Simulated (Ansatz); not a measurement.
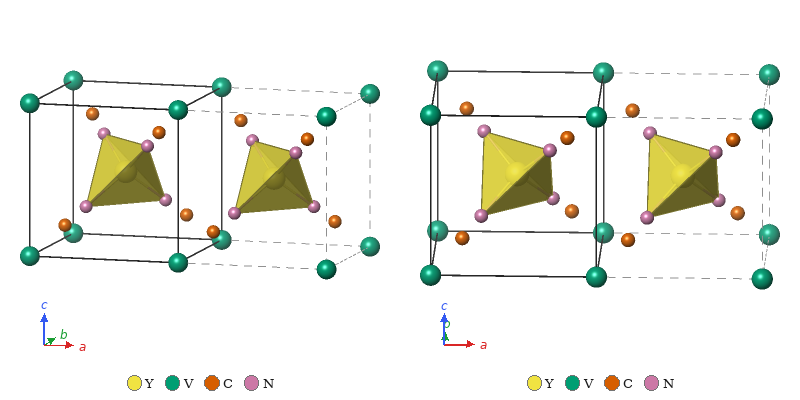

Polyhedra are drawn about Y (bonds: N–Y below 2.5 Å); other atoms are plain spheres. Two views of the same piece.

System YVC4N4 (space group P-43m, No. 215); source of the atomic positions: the geometry relaxed with DFT PBE, scalar-relativistic, plane waves, PAW in Ansatz 0.2.0; the starting structure was generated, so it need not be a known form of this composition.

Q: What figure surrounds each Y atom, and how are these polyhedra linked?

A: Y: YN4 tetrahedron. The tetrahedra are isolated from each other. Their corner atoms also have C as close neighbours (those links are not drawn).
